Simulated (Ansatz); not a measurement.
# BNH (quartet): wB97M-V, B2PLYP, RPA-PBE over vertical spin and charge gaps and displaced geometries, cc-pVDZ

How well do these functionals follow the top wave-function level for BNH (quartet) over vertical spin and charge gaps and displaced geometries?

The runs use Ansatz 0.2.0, Gaussian basis; cc-pVDZ, all electrons in the functionals, frozen cores in the correlation of double hybrids and RPA.

The runs, in order: wB97M-V, B2PLYP, RPA-PBE, at charge 0, quartet; charge 0, doublet; charge 0, sextet; charge 1, triplet; charge 1, quintet; displaced geometry v1; displaced geometry v2.

22 further runs of the same task are left out: 1 for a mislabelled method, 7 that didn't finish, 14 set aside as unsound or not needed.

### Step 1. The geometry

The geometry is a PBE0/def2-TZVP stationary point (not a proven minimum).

3 atoms, charge 0, spin multiplicity 4.

Atoms are counted from 1 here; the program's logs count them from 0.

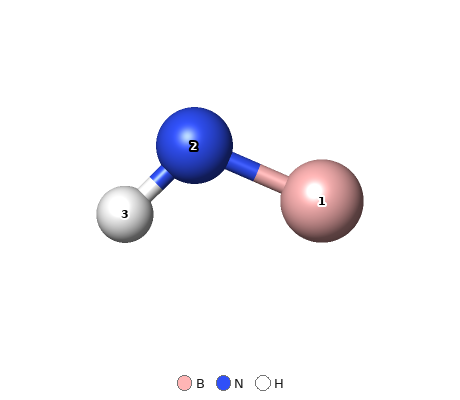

The structure; boron pink, nitrogen blue, hydrogen white; atoms are numbered from 1 in the order of the file.

No dispersion term is added; wB97M-V holds VV10 nonlocal correlation.

The geometry shown and the zero of energy belong to the point charge 0, quartet. The yardstick, UCCSDT(Q), and other wave-function levels (R restricted, U unrestricted, valence and pair active spaces) come from earlier runs.

### Step 2. wB97M-V, charge 0, quartet

in.yaml

```yaml
crystal:
  periodic: [false, false, false]
  atoms:
    - {symbol: B, position_ang: [0.000000, 0.079752, 0.863775]}
    - {symbol: N, position_ang: [0.000000, -0.117617, -0.587927]}
    - {symbol: H, position_ang: [0.000000, 0.779045, -1.094669]}
basis:
  gaussian: {orbitals: cc-pVDZ}
magnetization: {spin_polarized: true, initial_magnetization: 3}
hamiltonian: {xc: {name: wB97M-V}}
output: {forces: true, orbitals: {seedname: orbitals}}
```

On the command line:

```sh
ansatz run in.yaml --threads 1 --pin off --events-out ev --progress --plain --max-ram 2393MiB
```

The log of the run (excerpt; [...] marks lines left out):

```text
Functional definition: wB97M-V
  name "wB97M-V"
  cite "Mardirossian & Head-Gordon, J. Chem. Phys. 144, 214110 (2016) doi:10.1063/1.4952647"
  cite "Becke, J. Chem. Phys. 107, 8554 (1997) doi:10.1063/1.475007"
  cite "Vydrov & Van Voorhis, J. Chem. Phys. 133, 244103 (2010) doi:10.1063/1.3521275"
  # Of w^i u^j: cxij and so on, Table III.
[...]
  gx(w, u) = 1 - cx + cx01*u + cx10*w
  gss(w, u) = css00 + css04*u^4 + css10*w + css20*w^2 + css43*w^4*u^3
  gos(w, u) = cos00 + cos10*w + (cos20 + cos21*u)*w^2 + (cos60 + cos61*u)*w^6
[...]
      + integral(e_c_pw_mod_opposite_spin*gos(b97_w_opposite, b97_u_opposite)) + vv10(b, c)
313 factors; integrals over basis functions are off by at most 1.1e-3 eV
96 factors; integrals over basis functions are off by at most 5.4e-6 eV
[...]
mean field -2174.63237210 eV, -79.9162656561 hartree, gradient 1.9e-6 eV, S^2 3.752174; 2 other end points of the search recorded, 0 dependent functions left out
[...]
reference -2174.63239879 eV, -79.9162666369 hartree; 8, 5 occupied and 25, 28 virtual orbitals, 313 factors
Total energy: -2174.63239879 eV, -79.9162666369 hartree
Atom 0 at     0.000000     0.079752     0.863775 Å, force     0.000000     0.090073     0.156743 eV/Å
Atom 1 at     0.000000    -0.117617    -0.587927 Å, force     0.000000    -0.416576    -0.083550 eV/Å
Atom 2 at     0.000000     0.779045    -1.094669 Å, force    -0.000000     0.326503    -0.073193 eV/Å
Dipole moment:     0.000000     0.249121    -0.139909 e Å
```

Wall time 2.7 s (1 thread of AMD EPYC 7B13, shared host).

From the report: ⟨S²⟩ of the determinant 3.752 (pure quartet: 3.75).

### Step 3. wB97M-V, charge 0, doublet

in.yaml, as its differences from that of step 2:

```diff
@@ -8,3 +8,3 @@
   gaussian: {orbitals: cc-pVDZ}
-magnetization: {spin_polarized: true, initial_magnetization: 3}
+magnetization: {spin_polarized: true, initial_magnetization: 1}
 hamiltonian: {xc: {name: wB97M-V}}
```

The command is unchanged.

The log of the run (excerpt; [...] marks lines left out):

```text
Functional definition: wB97M-V
  name "wB97M-V"
  cite "Mardirossian & Head-Gordon, J. Chem. Phys. 144, 214110 (2016) doi:10.1063/1.4952647"
  cite "Becke, J. Chem. Phys. 107, 8554 (1997) doi:10.1063/1.475007"
  cite "Vydrov & Van Voorhis, J. Chem. Phys. 133, 244103 (2010) doi:10.1063/1.3521275"
  # Of w^i u^j: cxij and so on, Table III.
[...]
  gx(w, u) = 1 - cx + cx01*u + cx10*w
  gss(w, u) = css00 + css04*u^4 + css10*w + css20*w^2 + css43*w^4*u^3
  gos(w, u) = cos00 + cos10*w + (cos20 + cos21*u)*w^2 + (cos60 + cos61*u)*w^6
[...]
      + integral(e_c_pw_mod_opposite_spin*gos(b97_w_opposite, b97_u_opposite)) + vv10(b, c)
313 factors; integrals over basis functions are off by at most 1.1e-3 eV
96 factors; integrals over basis functions are off by at most 5.4e-6 eV
[...]
mean field -2178.10785113 eV, -80.0439871544 hartree, gradient 4.8e-5 eV, S^2 0.757887; 1 other end points of the search recorded, 0 dependent functions left out
[...]
reference -2178.10787882 eV, -80.0439881721 hartree; 7, 6 occupied and 26, 27 virtual orbitals, 313 factors
Total energy: -2178.10787882 eV, -80.0439881721 hartree
Atom 0 at     0.000000     0.079752     0.863775 Å, force     0.000000    -0.960570    -6.954774 eV/Å
Atom 1 at     0.000000    -0.117617    -0.587927 Å, force     0.000000     0.965721     6.976183 eV/Å
Atom 2 at     0.000000     0.779045    -1.094669 Å, force    -0.000000    -0.005151    -0.021410 eV/Å
Dipole moment:     0.000000     0.245515     0.183657 e Å
```

It took 2 s on 1 thread of AMD EPYC 7B13, shared host.

From the report: ⟨S²⟩ of the determinant 0.758 (pure doublet: 0.75).

From charge 0, quartet: -3.475 eV.

### Step 4. wB97M-V, charge 0, sextet

in.yaml, as its differences from that of step 3:

```diff
@@ -8,3 +8,3 @@
   gaussian: {orbitals: cc-pVDZ}
-magnetization: {spin_polarized: true, initial_magnetization: 1}
+magnetization: {spin_polarized: true, initial_magnetization: 5}
 hamiltonian: {xc: {name: wB97M-V}}
```

Launched as before.

The log of the run (excerpt; [...] marks lines left out):

```text
Functional definition: wB97M-V
  name "wB97M-V"
  cite "Mardirossian & Head-Gordon, J. Chem. Phys. 144, 214110 (2016) doi:10.1063/1.4952647"
  cite "Becke, J. Chem. Phys. 107, 8554 (1997) doi:10.1063/1.475007"
  cite "Vydrov & Van Voorhis, J. Chem. Phys. 133, 244103 (2010) doi:10.1063/1.3521275"
  # Of w^i u^j: cxij and so on, Table III.
[...]
  gx(w, u) = 1 - cx + cx01*u + cx10*w
  gss(w, u) = css00 + css04*u^4 + css10*w + css20*w^2 + css43*w^4*u^3
  gos(w, u) = cos00 + cos10*w + (cos20 + cos21*u)*w^2 + (cos60 + cos61*u)*w^6
[...]
      + integral(e_c_pw_mod_opposite_spin*gos(b97_w_opposite, b97_u_opposite)) + vv10(b, c)
313 factors; integrals over basis functions are off by at most 1.1e-3 eV
96 factors; integrals over basis functions are off by at most 5.4e-6 eV
[...]
mean field -2168.81064019 eV, -79.7023209542 hartree, gradient 1.2e-5 eV, S^2 8.753147; 0 other end points of the search recorded, 0 dependent functions left out
[...]
reference -2168.81066637 eV, -79.7023219165 hartree; 9, 4 occupied and 24, 29 virtual orbitals, 313 factors
Total energy: -2168.81066637 eV, -79.7023219165 hartree
Atom 0 at     0.000000     0.079752     0.863775 Å, force    -0.000000    -0.535318     6.079655 eV/Å
Atom 1 at     0.000000    -0.117617    -0.587927 Å, force     0.000000     0.841975    -4.048056 eV/Å
Atom 2 at     0.000000     0.779045    -1.094669 Å, force    -0.000000    -0.306658    -2.031600 eV/Å
Dipole moment:     0.000000     0.118725    -1.028751 e Å
```

It took 1.6 s on 1 thread of AMD EPYC 7B13, shared host.

From the report: ⟨S²⟩ of the determinant 8.753 (pure sextet: 8.75).

From charge 0, quartet: +5.822 eV.

### Step 5. wB97M-V, charge 1, triplet

in.yaml, as its differences from that of step 4:

```diff
@@ -8,4 +8,5 @@
   gaussian: {orbitals: cc-pVDZ}
-magnetization: {spin_polarized: true, initial_magnetization: 5}
+total_charge: 1
+magnetization: {spin_polarized: true, initial_magnetization: 2}
 hamiltonian: {xc: {name: wB97M-V}}
-output: {forces: true, orbitals: {seedname: orbitals}}
+output: {orbitals: {seedname: orbitals}}
```

The command is unchanged.

The log of the run (excerpt; [...] marks lines left out):

```text
Functional definition: wB97M-V
  name "wB97M-V"
  cite "Mardirossian & Head-Gordon, J. Chem. Phys. 144, 214110 (2016) doi:10.1063/1.4952647"
  cite "Becke, J. Chem. Phys. 107, 8554 (1997) doi:10.1063/1.475007"
  cite "Vydrov & Van Voorhis, J. Chem. Phys. 133, 244103 (2010) doi:10.1063/1.3521275"
  # Of w^i u^j: cxij and so on, Table III.
[...]
  gx(w, u) = 1 - cx + cx01*u + cx10*w
  gss(w, u) = css00 + css04*u^4 + css10*w + css20*w^2 + css43*w^4*u^3
  gos(w, u) = cos00 + cos10*w + (cos20 + cos21*u)*w^2 + (cos60 + cos61*u)*w^6
[...]
      + integral(e_c_pw_mod_opposite_spin*gos(b97_w_opposite, b97_u_opposite)) + vv10(b, c)
313 factors; integrals over basis functions are off by at most 1.1e-3 eV
96 factors; integrals over basis functions are off by at most 5.4e-6 eV
[...]
mean field -2167.71806192 eV, -79.6621694434 hartree, gradient 2.9e-5 eV, S^2 2.003227; 1 other end points of the search recorded, 0 dependent functions left out
reference -2167.71808869 eV, -79.6621704274 hartree; 7, 5 occupied and 26, 28 virtual orbitals, 313 factors
Total energy: -2167.71808869 eV, -79.6621704274 hartree
```

Run time: 1.7 s. Hardware: 1 thread of AMD EPYC 7B13, shared host.

From the report: ⟨S²⟩ of the determinant 2.003 (pure triplet: 2.00).

From charge 0, quartet: +6.914 eV.

### Step 6. wB97M-V, charge 1, quintet

in.yaml, as its differences from that of step 5:

```diff
@@ -9,4 +9,4 @@
 total_charge: 1
-magnetization: {spin_polarized: true, initial_magnetization: 2}
+magnetization: {spin_polarized: true, initial_magnetization: 4}
 hamiltonian: {xc: {name: wB97M-V}}
-output: {orbitals: {seedname: orbitals}}
+output: {forces: true, orbitals: {seedname: orbitals}}
```

Same command.

The log of the run (excerpt; [...] marks lines left out):

```text
Functional definition: wB97M-V
  name "wB97M-V"
  cite "Mardirossian & Head-Gordon, J. Chem. Phys. 144, 214110 (2016) doi:10.1063/1.4952647"
  cite "Becke, J. Chem. Phys. 107, 8554 (1997) doi:10.1063/1.475007"
  cite "Vydrov & Van Voorhis, J. Chem. Phys. 133, 244103 (2010) doi:10.1063/1.3521275"
  # Of w^i u^j: cxij and so on, Table III.
[...]
  gx(w, u) = 1 - cx + cx01*u + cx10*w
  gss(w, u) = css00 + css04*u^4 + css10*w + css20*w^2 + css43*w^4*u^3
  gos(w, u) = cos00 + cos10*w + (cos20 + cos21*u)*w^2 + (cos60 + cos61*u)*w^6
[...]
      + integral(e_c_pw_mod_opposite_spin*gos(b97_w_opposite, b97_u_opposite)) + vv10(b, c)
313 factors; integrals over basis functions are off by at most 1.1e-3 eV
96 factors; integrals over basis functions are off by at most 5.4e-6 eV
[...]
mean field -2162.63101152 eV, -79.4752237895 hartree, gradient 4.5e-6 eV, S^2 6.003209; 1 other end points of the search recorded, 0 dependent functions left out
[...]
reference -2162.63103792 eV, -79.4752247595 hartree; 8, 4 occupied and 25, 29 virtual orbitals, 313 factors
Total energy: -2162.63103792 eV, -79.4752247595 hartree
Atom 0 at     0.000000     0.079752     0.863775 Å, force     0.000000    -1.015495     3.560849 eV/Å
Atom 1 at     0.000000    -0.117617    -0.587927 Å, force     0.000000     1.124307    -1.194449 eV/Å
Atom 2 at     0.000000     0.779045    -1.094669 Å, force    -0.000000    -0.108812    -2.366400 eV/Å
Dipole moment:     0.000000     0.195528    -0.277531 e Å
```

It took 2.3 s on 1 thread of AMD EPYC 7B13, shared host.

From the report: ⟨S²⟩ of the determinant 6.003 (pure quintet: 6.00).

From charge 0, quartet: +12.001 eV.

### Step 7. wB97M-V, displaced geometry v1

in.yaml

```yaml
crystal:
  periodic: [false, false, false]
  atoms:
    - {symbol: B, position_ang: [-0.001388, 0.086822, 0.871923]}
    - {symbol: N, position_ang: [-0.002221, -0.126689, -0.590932]}
    - {symbol: H, position_ang: [0.045743, 0.829283, -1.140288]}
basis:
  gaussian: {orbitals: cc-pVDZ}
magnetization: {spin_polarized: true, initial_magnetization: 3}
hamiltonian: {xc: {name: wB97M-V}}
output: {forces: true, orbitals: {seedname: orbitals}}
```

Same command.

The log of the run (excerpt; [...] marks lines left out):

```text
Functional definition: wB97M-V
  name "wB97M-V"
  cite "Mardirossian & Head-Gordon, J. Chem. Phys. 144, 214110 (2016) doi:10.1063/1.4952647"
  cite "Becke, J. Chem. Phys. 107, 8554 (1997) doi:10.1063/1.475007"
  cite "Vydrov & Van Voorhis, J. Chem. Phys. 133, 244103 (2010) doi:10.1063/1.3521275"
  # Of w^i u^j: cxij and so on, Table III.
[...]
  gx(w, u) = 1 - cx + cx01*u + cx10*w
  gss(w, u) = css00 + css04*u^4 + css10*w + css20*w^2 + css43*w^4*u^3
  gos(w, u) = cos00 + cos10*w + (cos20 + cos21*u)*w^2 + (cos60 + cos61*u)*w^6
[...]
      + integral(e_c_pw_mod_opposite_spin*gos(b97_w_opposite, b97_u_opposite)) + vv10(b, c)
315 factors; integrals over basis functions are off by at most 8.5e-4 eV
96 factors; integrals over basis functions are off by at most 5.6e-6 eV
[...]
mean field -2174.56356631 eV, -79.9137370898 hartree, gradient 5.6e-6 eV, S^2 3.752215; 2 other end points of the search recorded, 0 dependent functions left out
[...]
reference -2174.56359335 eV, -79.9137380836 hartree; 8, 5 occupied and 25, 28 virtual orbitals, 315 factors
Total energy: -2174.56359335 eV, -79.9137380836 hartree
Atom 0 at    -0.001388     0.086822     0.871923 Å, force     0.004674     0.061031    -0.293820 eV/Å
Atom 1 at    -0.002221    -0.126689    -0.590932 Å, force     0.078848     1.583905    -0.810466 eV/Å
Atom 2 at     0.045743     0.829283    -1.140288 Å, force    -0.083522    -1.644936     1.104286 eV/Å
Dipole moment:     0.012325     0.247617    -0.126461 e Å
```

Wall time 3.1 s (1 thread of AMD EPYC 7B13, shared host).

From the report: ⟨S²⟩ of the determinant 3.752 (pure quartet: 3.75).

From charge 0, quartet: +0.069 eV.

### Step 8. wB97M-V, displaced geometry v2

in.yaml

```yaml
crystal:
  periodic: [false, false, false]
  atoms:
    - {symbol: B, position_ang: [0.092865, 0.076149, 0.857354]}
    - {symbol: N, position_ang: [-0.072009, -0.112846, -0.582754]}
    - {symbol: H, position_ang: [0.004611, 0.751392, -1.097676]}
basis:
  gaussian: {orbitals: cc-pVDZ}
magnetization: {spin_polarized: true, initial_magnetization: 3}
hamiltonian: {xc: {name: wB97M-V}}
output: {forces: true, orbitals: {seedname: orbitals}}
```

Launched as before.

The log of the run (excerpt; [...] marks lines left out):

```text
Functional definition: wB97M-V
  name "wB97M-V"
  cite "Mardirossian & Head-Gordon, J. Chem. Phys. 144, 214110 (2016) doi:10.1063/1.4952647"
  cite "Becke, J. Chem. Phys. 107, 8554 (1997) doi:10.1063/1.475007"
  cite "Vydrov & Van Voorhis, J. Chem. Phys. 133, 244103 (2010) doi:10.1063/1.3521275"
  # Of w^i u^j: cxij and so on, Table III.
[...]
  gx(w, u) = 1 - cx + cx01*u + cx10*w
  gss(w, u) = css00 + css04*u^4 + css10*w + css20*w^2 + css43*w^4*u^3
  gos(w, u) = cos00 + cos10*w + (cos20 + cos21*u)*w^2 + (cos60 + cos61*u)*w^6
[...]
      + integral(e_c_pw_mod_opposite_spin*gos(b97_w_opposite, b97_u_opposite)) + vv10(b, c)
313 factors; integrals over basis functions are off by at most 9.8e-4 eV
96 factors; integrals over basis functions are off by at most 5.3e-6 eV
[...]
mean field -2174.61412049 eV, -79.9155949216 hartree, gradient 1.5e-6 eV, S^2 3.752161; 2 other end points of the search recorded, 0 dependent functions left out
[...]
reference -2174.61414710 eV, -79.9155958997 hartree; 8, 5 occupied and 25, 28 virtual orbitals, 313 factors
Total energy: -2174.61414710 eV, -79.9155958997 hartree
Atom 0 at     0.092865     0.076149     0.857354 Å, force     0.039172     0.120828     0.226353 eV/Å
Atom 1 at    -0.072009    -0.112846    -0.582754 Å, force    -0.151664    -1.226304     0.280462 eV/Å
Atom 2 at     0.004611     0.751392    -1.097676 Å, force     0.112492     1.105477    -0.506815 eV/Å
Dipole moment:     0.021552     0.244664    -0.147231 e Å
```

Wall time 2.4 s (1 thread of AMD EPYC 7B13, shared host).

From the report: ⟨S²⟩ of the determinant 3.752 (pure quartet: 3.75).

From charge 0, quartet: +0.018 eV.

### Step 9. B2PLYP, charge 0, quartet

in.yaml

```yaml
crystal:
  periodic: [false, false, false]
  atoms:
    - {symbol: B, position_ang: [0.000000, 0.079752, 0.863775]}
    - {symbol: N, position_ang: [0.000000, -0.117617, -0.587927]}
    - {symbol: H, position_ang: [0.000000, 0.779045, -1.094669]}
basis:
  gaussian: {orbitals: cc-pVDZ}
magnetization: {spin_polarized: true, initial_magnetization: 3}
hamiltonian: {xc: {name: B2PLYP}}
correlation: {electrons: outside_noble_gas}
```

Same command.

The log of the run (excerpt; [...] marks lines left out):

```text
Functional definition: B2PLYP
  name "B2PLYP"
  cite "Grimme, J. Chem. Phys. 124, 034108 (2006) doi:10.1063/1.2148954"
  cite "Becke, Phys. Rev. A 38, 3098 (1988) doi:10.1103/PhysRevA.38.3098"
  cite "Lee, Yang & Parr, Phys. Rev. B 37, 785 (1988) doi:10.1103/PhysRevB.37.785"
[...]
313 factors; integrals over basis functions are off by at most 1.1e-3 eV
[...]
mean field -2171.86443386 eV, -79.8145458019 hartree, gradient 6.2e-6 eV, S^2 3.754216; 4 other end points of the search recorded, 0 dependent functions left out
2 core orbitals not correlated: weight in the atoms' cores, before any rotation towards them, 1.000 or more for the frozen orbitals, at most 0.000 for the correlated occupied ones
reference -2171.86454369 eV, -79.8145498379 hartree; 6, 3 occupied and 25, 28 virtual orbitals, 313 factors
second order -5.64664907 eV of doubles, -0.00000000 eV of singles
Total energy: -2173.38913894 eV, -79.8705776799 hartree
```

It took 1.7 s on 1 thread of AMD EPYC 7B13, shared host.

From the report: ⟨S²⟩ of the determinant 3.754 (pure quartet: 3.75).

### Step 10. B2PLYP, charge 0, doublet

in.yaml, as its differences from that of step 9:

```diff
@@ -8,3 +8,3 @@
   gaussian: {orbitals: cc-pVDZ}
-magnetization: {spin_polarized: true, initial_magnetization: 3}
+magnetization: {spin_polarized: true, initial_magnetization: 1}
 hamiltonian: {xc: {name: B2PLYP}}
```

Same command.

The log of the run (excerpt; [...] marks lines left out):

```text
Functional definition: B2PLYP
  name "B2PLYP"
  cite "Grimme, J. Chem. Phys. 124, 034108 (2006) doi:10.1063/1.2148954"
  cite "Becke, Phys. Rev. A 38, 3098 (1988) doi:10.1103/PhysRevA.38.3098"
  cite "Lee, Yang & Parr, Phys. Rev. B 37, 785 (1988) doi:10.1103/PhysRevB.37.785"
[...]
313 factors; integrals over basis functions are off by at most 1.1e-3 eV
[...]
mean field -2174.63672874 eV, -79.9164257595 hartree, gradient 8.7e-6 eV, S^2 0.772554; 7 other end points of the search recorded, 0 dependent functions left out
2 core orbitals not correlated: weight in the atoms' cores, before any rotation towards them, 1.000 or more for the frozen orbitals, at most 0.000 for the correlated occupied ones
reference -2174.63683482 eV, -79.9164296577 hartree; 5, 4 occupied and 26, 27 virtual orbitals, 313 factors
second order -8.60260882 eV of doubles, -0.00000000 eV of singles
Total energy: -2176.95953920 eV, -80.0017874693 hartree
```

It took 1.6 s on 1 thread of AMD EPYC 7B13, shared host.

From the report: ⟨S²⟩ of the determinant 0.773 (pure doublet: 0.75).

From charge 0, quartet: -3.570 eV.

### Step 11. B2PLYP, charge 0, sextet

in.yaml, as its differences from that of step 10:

```diff
@@ -8,3 +8,3 @@
   gaussian: {orbitals: cc-pVDZ}
-magnetization: {spin_polarized: true, initial_magnetization: 1}
+magnetization: {spin_polarized: true, initial_magnetization: 5}
 hamiltonian: {xc: {name: B2PLYP}}
```

Same command.

The log of the run (excerpt; [...] marks lines left out):

```text
Functional definition: B2PLYP
  name "B2PLYP"
  cite "Grimme, J. Chem. Phys. 124, 034108 (2006) doi:10.1063/1.2148954"
  cite "Becke, Phys. Rev. A 38, 3098 (1988) doi:10.1103/PhysRevA.38.3098"
  cite "Lee, Yang & Parr, Phys. Rev. B 37, 785 (1988) doi:10.1103/PhysRevB.37.785"
[...]
313 factors; integrals over basis functions are off by at most 1.1e-3 eV
[...]
mean field -2166.53491250 eV, -79.6186895043 hartree, gradient 3.0e-6 eV, S^2 8.754254; 0 other end points of the search recorded, 0 dependent functions left out
2 core orbitals not correlated: weight in the atoms' cores, before any rotation towards them, 1.000 or more for the frozen orbitals, at most 0.000 for the correlated occupied ones
reference -2166.53502570 eV, -79.6186936644 hartree; 7, 2 occupied and 24, 29 virtual orbitals, 313 factors
second order -4.15889782 eV of doubles, -0.00000000 eV of singles
Total energy: -2167.65792811 eV, -79.6599595669 hartree
```

Run time: 0.51 s. Hardware: 1 thread of AMD EPYC 7B13, shared host.

From the report: ⟨S²⟩ of the determinant 8.754 (pure sextet: 8.75).

From charge 0, quartet: +5.731 eV.

### Step 12. B2PLYP, charge 1, triplet

in.yaml, as its differences from that of step 11:

```diff
@@ -8,3 +8,4 @@
   gaussian: {orbitals: cc-pVDZ}
-magnetization: {spin_polarized: true, initial_magnetization: 5}
+total_charge: 1
+magnetization: {spin_polarized: true, initial_magnetization: 2}
 hamiltonian: {xc: {name: B2PLYP}}
```

Launched as before.

The log of the run (excerpt; [...] marks lines left out):

```text
Functional definition: B2PLYP
  name "B2PLYP"
  cite "Grimme, J. Chem. Phys. 124, 034108 (2006) doi:10.1063/1.2148954"
  cite "Becke, Phys. Rev. A 38, 3098 (1988) doi:10.1103/PhysRevA.38.3098"
  cite "Lee, Yang & Parr, Phys. Rev. B 37, 785 (1988) doi:10.1103/PhysRevB.37.785"
[...]
313 factors; integrals over basis functions are off by at most 1.1e-3 eV
[...]
mean field -2164.87199802 eV, -79.5575785245 hartree, gradient 4.3e-6 eV, S^2 2.007119; 3 other end points of the search recorded, 0 dependent functions left out
2 core orbitals not correlated: weight in the atoms' cores, before any rotation towards them, 1.000 or more for the frozen orbitals, at most 0.000 for the correlated occupied ones
reference -2164.87209716 eV, -79.5575821678 hartree; 5, 3 occupied and 26, 28 virtual orbitals, 313 factors
second order -5.81701574 eV of doubles, -0.00000000 eV of singles
Total energy: -2166.44269141 eV, -79.6153004419 hartree
```

Run time: 0.78 s. Hardware: 1 thread of AMD EPYC 7B13, shared host.

From the report: ⟨S²⟩ of the determinant 2.007 (pure triplet: 2.00).

From charge 0, quartet: +6.946 eV.

[end of part 1 of 2]
